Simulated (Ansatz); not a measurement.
## Run report: CH₅BOZn, single-point calculation

System: CH₅BOZn.
Method: RKS PBE-D4/def2-TZVPP (Ansatz 0.2.0).

The geometry comes from this level: PBE0-D4/def2-TZVP. Figures and captions count atoms from 1; the log counts them from 0 in places.

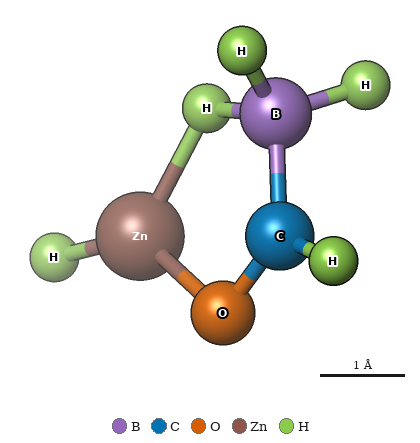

*The structure (ball-and-stick view, seen at a tilt). Sticks mark near contacts.*

Bond lengths as drawn: B–C 1.56 Å, B–H 1.21 to 1.28 Å, C–H 1.10 Å, C–O 1.25 Å, H–Zn 1.54 to 1.79 Å and O–Zn 1.99 Å.

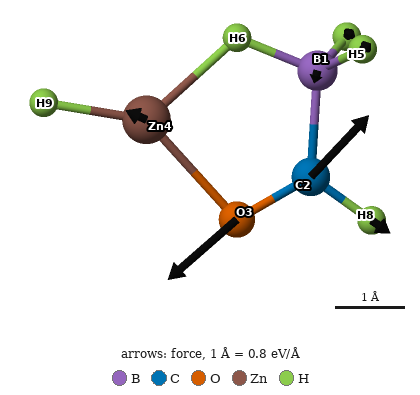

*Forces on the atoms as black arrows (ball-and-stick view, seen at a tilt; atoms are numbered from 1 in the order of the input); the smallest are left out.*

The largest act on O3 (1.08 eV/Å); C2 (0.99 eV/Å). The geometry is not a stationary point of this energy.

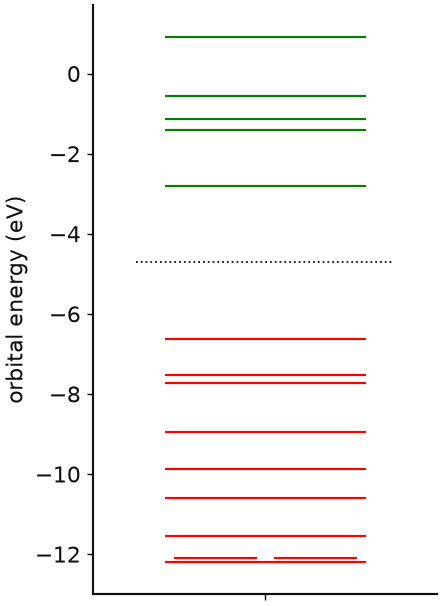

*Orbital energies near the frontier; the dotted line parts filled from empty levels, and levels within 0.02 eV of each other stand side by side.*

Highest filled −6.61 eV, lowest empty −2.81 eV, 3.80 eV apart.

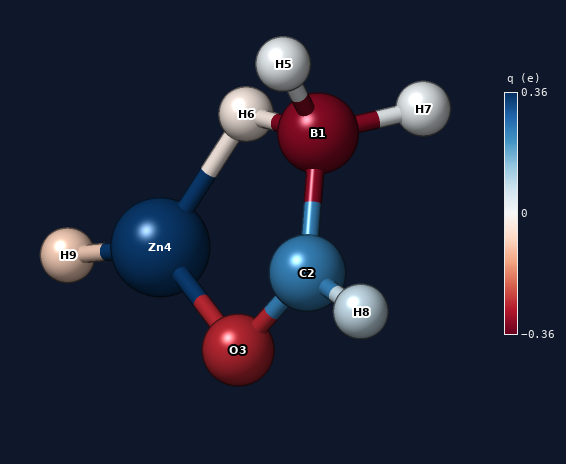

*Mulliken charges, as the colour of each atom (ball-and-stick view, seen at a tilt; atoms are numbered from 1 in the order of the input).*

By element: B −0.33, C +0.24, O −0.27, Zn +0.35 and H −0.08 to +0.08 e.

The input and output of the run follow.

**Input file**
```yaml
crystal:
  periodic: [false, false, false]
  atoms:
    - {symbol: B, position_ang: [-0.053861, 0.312300, -0.966663]}
    - {symbol: C, position_ang: [0.938240, -0.645132, -0.232605]}
    - {symbol: O, position_ang: [0.847805, -0.915695, 0.984542]}
    - {symbol: Zn, position_ang: [-0.744435, 0.136131, 1.544488]}
    - {symbol: H, position_ang: [0.521533, 1.283422, -1.401706]}
    - {symbol: H, position_ang: [-0.925128, 0.740570, -0.126669]}
    - {symbol: H, position_ang: [-0.660170, -0.273544, -1.834238]}
    - {symbol: H, position_ang: [1.778516, -1.138037, -0.753178]}
    - {symbol: H, position_ang: [-1.614100, 0.453685, 2.768928]}
basis:
  gaussian: {orbitals: def2-TZVPP}
hamiltonian: {xc: pbe, dispersion: d4}
output: {forces: true, orbitals: {seedname: orbitals}}
```

Launch command:
```bash
ansatz run in.yaml --threads 4 --pin off --events-out ev --progress --plain --max-ram 10444MiB
```

**Output**
```
Functional definition: PBE
  name "PBE"
  cite "Perdew, Burke & Ernzerhof, Phys. Rev. Lett. 77, 3865 (1996) doi:10.1103/PhysRevLett.77.3865"
  parent pbe
  parameter kappa = 0.804
  parameter beta = 0.06672455060314922
  exchange = pbe_x(kappa = kappa, mu = beta*pi^2/3)
  correlation = pbe_c(beta = beta)
1294 factors; their error is unknown
mean field evaluation 1: about -52238.3275 eV, gradient 8.6e1 eV
mean field evaluation 2: about -52168.6683 eV, gradient 2.1e2 eV
mean field evaluation 4: about -52249.2165 eV, gradient 2.5e1 eV
mean field evaluation 8: about -52250.3650 eV, gradient 2.1e-1 eV
mean field evaluation 16: about -52250.3448 eV, gradient 7.9e-3 eV
mean field -52250.34482408 eV, -1920.1647557293 hartree, gradient 2.1e-5 eV, S^2 0.000000; 0 other end points of the search recorded, 0 dependent functions left out
the calculation of the forces begins
reference -52250.34487474 eV, -1920.1647575909 hartree; 27, 27 occupied and 200, 200 virtual orbitals, 1294 factors
Total energy: -52250.50993986 eV, -1920.1708236222 hartree
Atom 0 at    -0.053861     0.312300    -0.966663 Å, force     0.081774    -0.089279     0.098367 eV/Å
Atom 1 at     0.938240    -0.645132    -0.232605 Å, force    -0.164094     0.376741    -0.906024 eV/Å
Atom 2 at     0.847805    -0.915695     0.984542 Å, force     0.093336    -0.353184     1.013739 eV/Å
Atom 3 at    -0.744435     0.136131     1.544488 Å, force    -0.189720     0.095209     0.174297 eV/Å
Atom 4 at     0.521533     1.283422    -1.401706 Å, force     0.041891     0.108492    -0.087908 eV/Å
Atom 5 at    -0.925128     0.740570    -0.126669 Å, force    -0.036330     0.019825     0.026843 eV/Å
Atom 6 at    -0.660170    -0.273544    -1.834238 Å, force    -0.064620    -0.031387    -0.126611 eV/Å
Atom 7 at     1.778516    -1.138037    -0.753178 Å, force     0.206649    -0.120086    -0.131275 eV/Å
Atom 8 at    -1.614100     0.453685     2.768928 Å, force     0.031114    -0.006332    -0.061429 eV/Å
Dipole moment:     0.104810    -0.115435     0.129372 e Å
```

**Summary**

| quantity | value |
| --- | --- |
| outcome | converged |
| total energy | −52250.5099 eV |
| mean-field energy | −52250.3449 eV |
| dispersion energy | −0.1651 eV |
| SCF solution under orbital rotations | stable |
| HOMO | −6.61 eV |
| LUMO | −2.81 eV |
| largest force (length of the vector) | 1.078 eV/Å |
| dipole moment | 0.97 D |
| hardware | 4 threads of Intel Xeon @ 2.50GHz, 163 GiB of memory available, shared host |
| wall time | 4.1 s (CPU time 14 s) |
| peak memory | 0.3 GiB |
